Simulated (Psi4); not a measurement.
# r2SCAN/def2-TZVPD (density fitting, sweep point 4) run of CH5FOSi (SMILES CO[SiH2]F)

What is the vertical electron affinity of CH5FOSi at r2SCAN/def2-TZVPD (density fitting, sweep point 4)? 

Program for the calculation: Psi4 1.11.

4 further runs of the same task are left out: 4 set aside as unsound or not needed. Runs told in other sessions of the task aren't counted.

## (1) Starting point

CH5FOSi has 9 atoms, charge 0, and is taken as a singlet. SMILES: `CO[SiH2]F`. The shape is that of a PBE0-D4/def2-TZVP optimisation. This is one conformer, not always the lowest.

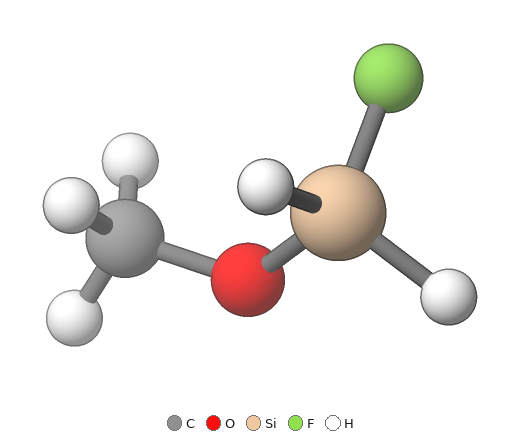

Viewed from a chosen angle; carbon grey, oxygen red, silicon light orange, fluorine green, hydrogen white.

## (2) The energy at r2SCAN/def2-TZVPD (density fitting, sweep point 4)

ch5fosi.in

```
memory 1600 MB

molecule geom {
  0 1
  C     -0.52950126     2.17450785    -1.30088746
  O     -1.40520035    -0.12132042    -0.26078221
  Si     0.31917474    -2.13104415     1.28482479
  F      2.27145080    -3.52471717    -0.54820955
  H      0.35829207     1.85004188    -3.13845715
  H     -2.14653990     3.42720730    -1.55524460
  H      0.83790456     3.10576489    -0.05480206
  H     -1.41389309    -4.04722644     2.32795361
  H      1.87536421    -0.82051908     3.21310133
  units au
  symmetry c1
}

set {
  basis def2-TZVPD
  puream true
  scf_type df
  dft_radial_points 50
  dft_spherical_points 194
}

energy_value, wavefunction = energy('r2scan', return_wfn=True)
print_variables()
```

Started as:

```
$ psi4 ch5fosi.in ch5fosi.out -n 1
```

ch5fosi.out, shortened:

```text
[...]
  Running in c1 symmetry.
[...]
  Nuclear repulsion =  182.271974624346029
[...]
  Multiplicity = 1
[...]
  Nalpha       = 21
  Nbeta        = 21
[...]
    Number of basis functions: 205
[...]
   @DF-RKS iter   1:  -505.44384022304337   -3.11660e-01   4.27430e-03 ADIIS/DIIS
[...]
   @DF-RKS iter   9:  -505.74197150294987   -1.32975e-07   4.51112e-07 DIIS
[...]
    Orbital Energies [Eh]
    ---------------------
    Doubly Occupied:
       1A    -65.865223     2A    -24.477630     3A    -18.968333
       4A    -10.092496     5A     -5.236762     6A     -3.580682
       7A     -3.578953     8A     -3.577344     9A     -1.147192
      10A     -0.995872    11A     -0.669278    12A     -0.524162
      13A     -0.459187    14A     -0.438497    15A     -0.437401
      16A     -0.404921    17A     -0.401877    18A     -0.374453
      19A     -0.320503    20A     -0.292038    21A     -0.278674
[...]
  @DF-RKS Final Energy:  -505.74197150294987
   => Energetics <=
    Nuclear Repulsion Energy =            182.2719746243460293
    One-Electron Energy =               -1061.3744638372922964
    Two-Electron Energy =                 420.6393759539113830
    DFT Exchange-Correlation Energy =     -47.2788582439150176
    Empirical Dispersion Energy =           0.0000000000000000
    VV10 Nonlocal Energy =                  0.0000000000000000
    Total Energy =                       -505.7419715029498661
[...]
 Multipole Moments:
 ------------------------------------------------------------------------------------
     Multipole            Electronic (a.u.)      Nuclear  (a.u.)        Total (a.u.)
 ------------------------------------------------------------------------------------
 L = 1.  Multiply by 2.5417464519 to convert [e a0] to [Debye]
 Dipole X            :          1.8926469           -1.9439440           -0.0512971
 Dipole Y            :         -5.3451064            5.9446443            0.5995379
 Dipole Z            :         -0.3968416            0.5177225            0.1208809
 Magnitude           :                                                    0.6137502
[...]
```

It took 20 s on 1 thread of Intel Xeon at 2.60GHz (Ice Lake), shared host; peak memory 0.87 GiB.

## (3) The doublet anion at the same level

calc.dat

```
memory 1600 mb

molecule mol {
  -1 2
  C     -0.52950126     2.17450785    -1.30088746
  O     -1.40520035    -0.12132042    -0.26078221
  Si     0.31917474    -2.13104415     1.28482479
  F      2.27145080    -3.52471717    -0.54820955
  H      0.35829207     1.85004188    -3.13845715
  H     -2.14653990     3.42720730    -1.55524460
  H      0.83790456     3.10576489    -0.05480206
  H     -1.41389309    -4.04722644     2.32795361
  H      1.87536421    -0.82051908     3.21310133
  units au
  symmetry c1
}

set {
  basis                def2-TZVPD
  reference            uks
  puream               true
  scf_type             df
  dft_radial_points    50
  dft_spherical_points 194
  maxiter              100
}

energy('r2scan')
```

Started as:

```
$ psi4 -n 1 calc.dat calc.out
```

calc.out, shortened:

```text
[...]
  Running in c1 symmetry.
[...]
  Nuclear repulsion =  182.271974624346029
[...]
  Multiplicity = 2
[...]
  Nalpha       = 22
  Nbeta        = 21
[...]
    Number of basis functions: 205
[...]
   @DF-UKS iter   1:  -505.07347038749367    5.87100e-02   5.45962e-03 DIIS/ADIIS
[...]
   @DF-UKS iter  13:  -505.69885494461482   -1.73587e-07   4.32427e-07 DIIS
[...]
   @S^2 Observed:                7.504953330E-01
[...]
    Orbital Energies [Eh]
    ---------------------
    Alpha Occupied:
       1A    -65.722768     2A    -24.339557     3A    -18.825349
       4A     -9.942596     5A     -5.094562     6A     -3.438441
       7A     -3.436644     8A     -3.435405     9A     -1.008692
      10A     -0.851771    11A     -0.523369    12A     -0.383404
      13A     -0.318054    14A     -0.295113    15A     -0.293732
      16A     -0.264516    17A     -0.261791    18A     -0.236201
      19A     -0.180680    20A     -0.149578    21A     -0.135494
      22A      0.086427
    Alpha Virtual:
      23A      0.104122    24A      0.118447    25A      0.124315
[...]
  @DF-UKS Final Energy:  -505.69885494461482
   => Energetics <=
    Nuclear Repulsion Energy =            182.2719746243460293
    One-Electron Energy =               -1067.3015230926553158
    Two-Electron Energy =                 426.6969022123988680
    DFT Exchange-Correlation Energy =     -47.3662086887044040
    Empirical Dispersion Energy =           0.0000000000000000
    VV10 Nonlocal Energy =                  0.0000000000000000
    Total Energy =                       -505.6988549446148227
  UHF NO Occupations:
  HONO-2 :   20  A 1.9999446
  HONO-1 :   21  A 1.9999261
[...]
 Multipole Moments:
 ------------------------------------------------------------------------------------
     Multipole            Electronic (a.u.)      Nuclear  (a.u.)        Total (a.u.)
 ------------------------------------------------------------------------------------
 L = 1.  Multiply by 2.5417464519 to convert [e a0] to [Debye]
 Dipole X            :          2.2808360           -1.9439440            0.3368921
 Dipole Y            :         -6.1520315            5.9446443           -0.2073872
 Dipole Z            :          0.0296897            0.5177225            0.5474121
 Magnitude           :                                                    0.6754004
[...]
```

Wall time 41 s (1 thread of Intel Xeon at 2.60GHz (Ice Lake), shared host); peak memory 0.88 GiB.

## (4) What came out

At r2SCAN/def2-TZVPD (density fitting, sweep point 4):

| quantity | value |
| --- | --- |
| singlet CH5FOSi: total energy | -505.74197 Eh |
| singlet CH5FOSi: dipole moment | 1.56 D |
| singlet CH5FOSi: HOMO energy | -7.58 eV |
| singlet CH5FOSi: LUMO energy | 0.13 eV |
| singlet CH5FOSi: HOMO–LUMO gap | 7.72 eV |
| doublet anion: total energy | -505.69885 Eh |
| doublet anion: HOMO energy (highest over α and β) | 2.35 eV |
| doublet anion: LUMO energy (lowest over α and β) | 2.83 eV |
| doublet anion: ⟨S²⟩ | 0.750 |
| vertical electron affinity (to the doublet anion) | -1.173 eV |

What this shows: The anion lies 1.17 eV (113 kJ/mol) above the neutral: the electron isn't bound at this level, and such a value depends on the basis. The HOMO (doublet anion) lies at positive energy, 2.35 eV, from the functional's self-interaction, a short basis or an electron that isn't bound; only total energies against the neutral tell.
